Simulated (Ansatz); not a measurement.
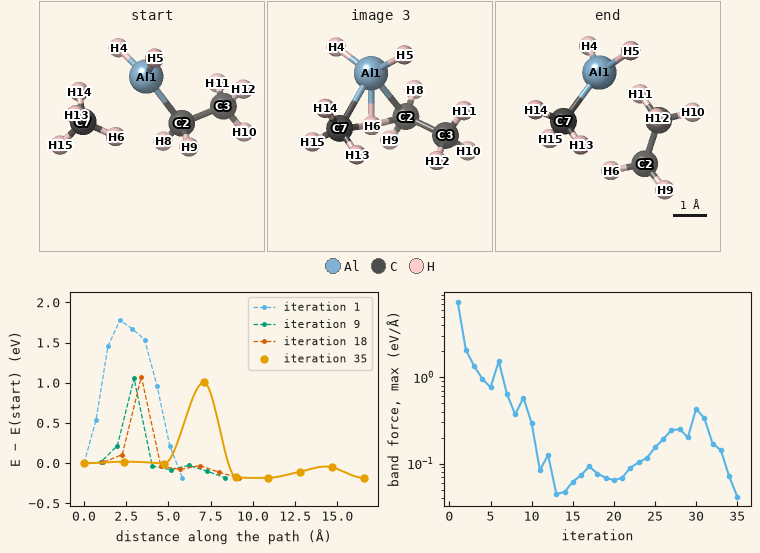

NEB run on C$_{3}$H$_{11}$Al. Images are numbered from 0 (start) to 8 (end). The plot follows the band through its iterations. The picture is a ball-and-stick view, seen at a tilt.

The calculation used RKS LDA/def2-SVP in Ansatz 0.2.0. Run with 7 movable images; climbing image; force threshold 0.05 eV/Å; iteration limit 60; starting path through a guess of the saddle point.

Q: How did the profile develop, and is the result final?

A: The run is converged, with reservations. The band converged in 35 iterations. The largest component of the band force went from 7.5 to 0.041 eV/Å. The climbing image converged on the top of the path. Its vibrational analysis gives one imaginary mode (1194i cm⁻¹), as a transition state must have. The first iteration put the highest image at 1.78 eV. The energy climbs by 1.00 eV to image 3 and then falls by 1.19 eV, so the end point sits at −0.18 eV.

The run took 9 min on 2 threads of Intel(R) Xeon(R) Platinum 8175M CPU @ 2.50GHz (Skylake/Cascade Lake), with other jobs on the host, peak memory 0.17 GiB.
